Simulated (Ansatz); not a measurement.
**Bi2Se3 (Bi2Te3 type, space group R-3m): map of one atom of the cell**

Bi2Se3 (Bi2Te3 type, space group R-3m)

```
CELL_PARAMETERS angstrom
      2.07216     1.19636     9.48267
     -2.07216     1.19636     9.48267
      0.00000    -2.39272     9.48267
ATOMIC_POSITIONS crystal
  Bi 0.40087 0.40087 0.40087
  Bi 0.59913 0.59913 0.59913
  Se 0.00000 0.00000 0.00000
  Se 0.21052 0.21052 0.21052
  Se 0.78948 0.78948 0.78948
```

In this cell atom 4 (Se, nearest neighbour Bi at 2.863 Å; its periodic images, 4.1 Å or more away, move with it) is moved by u·(1.000, 0.000, 0.000) + v·(0.000, 1.000, 0.000); the rest is frozen.

Level of theory: PBE-D3(BJ) (plane waves to 420 eV, PAW, scalar-relativistic; Ansatz, a quantum-chemistry and plane-wave program). k mesh 8×8×8 (Γ-centred), Fermi-Dirac smearing 0.05 eV. The energy includes the smearing's −TS. Fu and Fv are the components of the force on the atom. Bi2Se3 was relaxed with its symmetry unable to fall. Spin-orbit coupling is left out, though Bi is heavy. The zero of ΔE is the undisplaced structure. Axes are in Å.

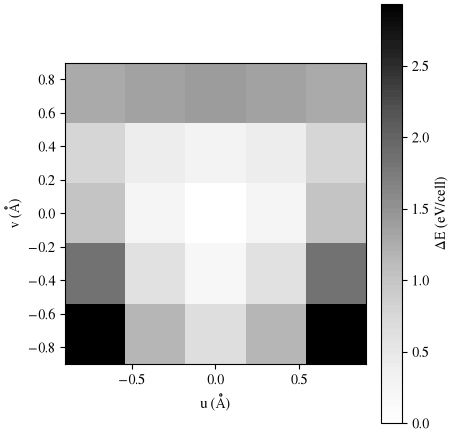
Figure. ΔE (eV/cell) over the 5×5 grid of computed points.

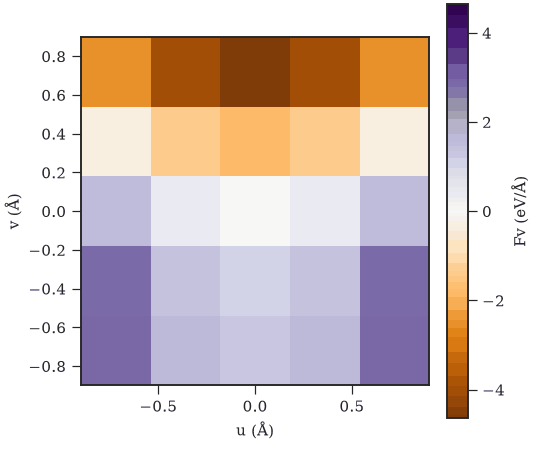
*Fv (eV/Å) over the 5×5 grid of computed points.*

Highest place on the grid, met at several equal points: u = -0.720 Å, v = -0.720 Å; u = 0.720 Å, v = -0.720 Å (2935 meV/cell). Centre of the map: a minimum. Lowest place on the grid: u = 0.000 Å, v = 0.000 Å (0 meV/cell). Principal force constants in the plane (five-point differences of the forces): 3.9 eV/Å², isotropic.

(For displaced atoms, the force is minus the slope of the energy, and its curvature is a force constant, which sets phonon frequencies.)
